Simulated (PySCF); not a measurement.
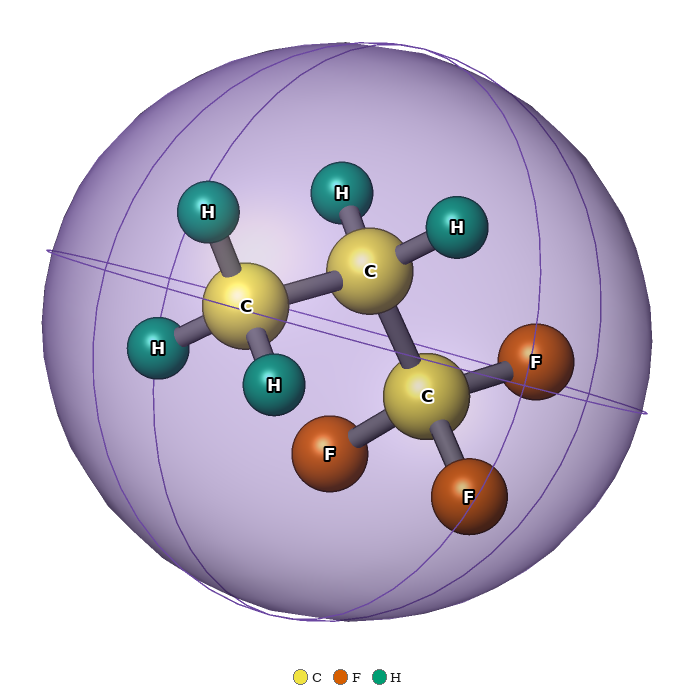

The ellipsoid shows the static dipole polarisability: its half-axes are proportional to the principal values. The geometry was computed by an optimisation with PBE0-D3(BJ)/def2-SVP. No frequency run is at hand to confirm it as a minimum. Computed with PBE0/def2-SVPD (PySCF 2.14.0).

**How large and how anisotropic is the polarisability?**

Principal values 38.6, 39.6, 44.3 bohr³; mean 40.8 bohr³ (6.05 Å³); anisotropy 5.3 bohr³, so the longest axis is 1.15 times the shortest.
